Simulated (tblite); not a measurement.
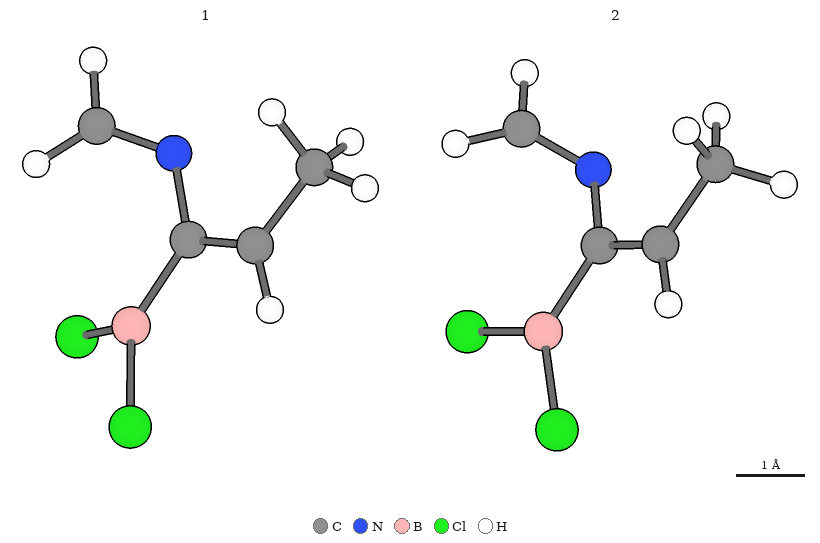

Two geometries of C4H6BCl2N, drawn at one scale. One is the start of a relaxation, the other its converged end. Style: ball-and-stick. Shown from a free direction.

Theory: GFN2-xTB geometry optimisation, gas phase in tblite. 

Which one is relaxed?

Structure 2 is the relaxed one. The largest move after the best rigid fit is that of an H atom, 0.76 Å. By element the largest moves are H 0.76 Å, Cl 0.43 Å, N 0.37 Å, C 0.23 Å, B 0.10 Å. Some distances before and after: B–Cl 1.853 → 1.725 Å, C–N 1.449 → 1.392 Å, C–N 1.297 → 1.253 Å, C–H 1.068 → 1.092 Å. Among the angles between lasting bonds that change: N–C–H 122.0° → 125.2°, N–C–B 122.2° → 119.6°, H–C–H 119.0° → 117.0°. Groups turn about C–C by about 40°, C–N by about 25°, B–C by about 25°. After 107 geometry steps the energy has fallen by 52.1 kJ/mol.
